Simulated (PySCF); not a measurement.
C4H10ClFSi

Input

```
{"job": {"kind": "nmr", "xc": "PBE0", "basis": "pcSseg-1"}, "charge": 0, "multiplicity": 1}
C     -2.703790     0.421655     0.366665
C     -1.527041    -0.236249    -0.344049
C     -0.191328     0.174237     0.274339
Si     1.290683    -0.598305    -0.618711
C      2.890135    -0.041661     0.313568
F      3.996365    -0.573709    -0.285109
Cl     3.025147     1.735706     0.236913
H     -3.644704     0.113482    -0.082795
H     -2.718510     0.143221     1.418198
H     -2.631011     1.504921     0.299771
H     -1.631290    -1.321602    -0.292732
H     -1.539456     0.042096    -1.399200
H     -0.113183     1.263660     0.252169
H     -0.191715    -0.111157     1.329365
H      1.439791    -0.126581    -1.994524
H      1.289651    -2.063853    -0.555437
H      2.953257    -0.313831     1.370582
```

Run with:

```sh
OMP_NUM_THREADS=1 python probes_run.py task.json out
```

Geometry: GFN2-xTB.

Level of theory: PBE0/pcSseg-1, SCF density, gas phase, non-relativistic in PySCF 2.14.0.

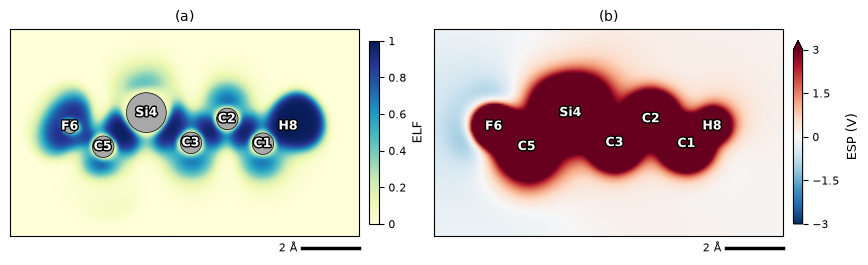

Figure 1. (a) electron localisation function; (b) molecular electrostatic potential on the plane of atoms Si4, C5 and F6. Grey discs cover the atomic cores in the ELF map.

What does the map show?

Answer. Atoms in the plane: C, Si, F and H. C–F (1.37 Å): the ELF peaks at about 0.85 between the atoms; a shared but strongly polarised pair. C–C (1.52 Å): the ELF peaks at about 0.95 between the atoms (a covalent bond). C–Si (1.89 Å): the ELF peaks at about 0.95 between the atoms (a shared electron pair). C–H (1.09 Å): the ELF climbs to about 1 towards the hydrogen, as it does in any bond to H (a covalent bond by its length). The ELF also peaks beside F6, away from the bonds: lone-pair regions. Outside the dense part of the molecule the potential is most negative (−1.0 V) near F6.

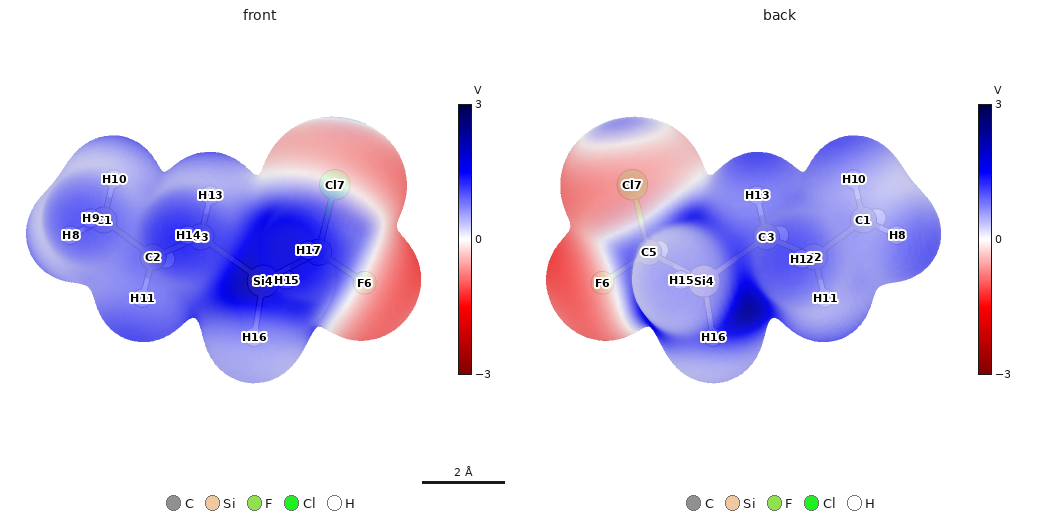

Figure 2. The molecular electrostatic potential painted on the density surface at 0.004 e/bohr³, seen from the front and from behind; red is negative and blue positive.

Describe the electrostatic potential map.

Answer. The most negative region (about −1.0 V, or −23 kcal/mol for a unit charge) lies over F6, the most positive (about +2.1 V, or +48 kcal/mol for a unit charge) over Si4. Cl7 shows a σ-hole: about +0.6 V, or +14 kcal/mol for a unit charge at the tip opposite its bond, against about −0.3 V, or −7 kcal/mol for a unit charge on its flanks.

What dipole moment does the calculation give?

Answer. Its dipole moment is 2.84 D.
